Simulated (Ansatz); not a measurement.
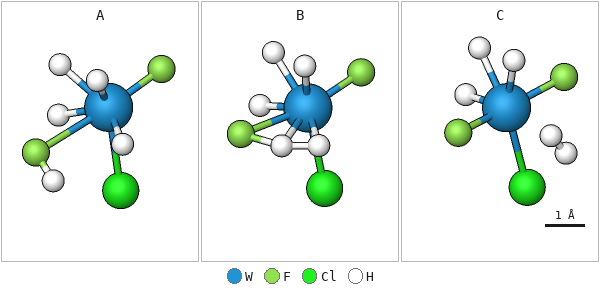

3 geometries from a converged minimum-energy path of WH$_{5}$ClF$_{2}$, made up at the start of WH$_{3}$ClF$_{2}$ and H₂, shuffled. The picture is a ball-and-stick view, seen from a free direction.

All numbers below come from Ansatz, RKS PBE/def2-SVP. Settings: 9 movable images; climbing image; force threshold 0.03 eV/Å; iteration limit 60; starting path through a guess of the saddle point.

**One of them is the converged climbing image. Which?**

B. In order along the path, whose images run from 0 to 10: C (image 1, +3.5 kJ/mol), B (image 5, +124.7 kJ/mol), A (image 8, +88.3 kJ/mol). Breaking: H–H (0.78 → 2.41 Å). Forming: F–H (2.81 → 0.96 Å), H–W (2.45 → 1.68 Å).
